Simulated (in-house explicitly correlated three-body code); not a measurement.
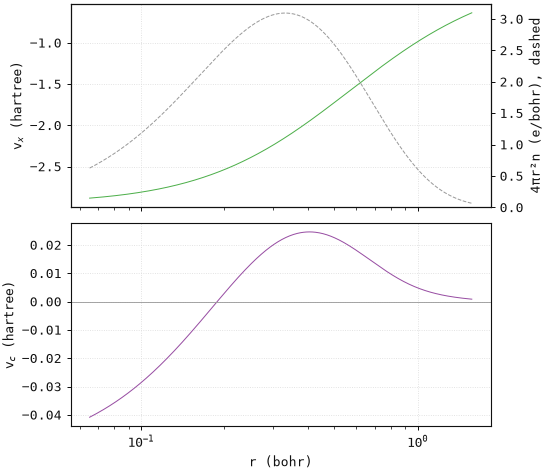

Two electrons around a point charge Z = 3.26. Computed variationally in 260 exponentially correlated functions with an in-house code, non-relativistic, converged to about 10⁻⁷ hartree. The plot shows the exact exchange and correlation potentials of the ground state, from inverting its density, with the radial density dashed.

**Describe the exact correlation potential.**

The exchange potential, minus half the Hartree potential for two paired electrons, rises from −2.88 hartree at 0.065 bohr to −0.64 at 1.6 bohr, tending to −1/r far out. The correlation potential is −0.041 hartree at the inner end, crosses zero near 0.19 bohr and has a positive maximum of 0.025 hartree near 0.41 bohr; the density peaks at 0.33 bohr. The LDA correlation potential, by contrast, is negative everywhere. The Kohn-Sham level equals minus the binding of the second electron, −93.4 eV.
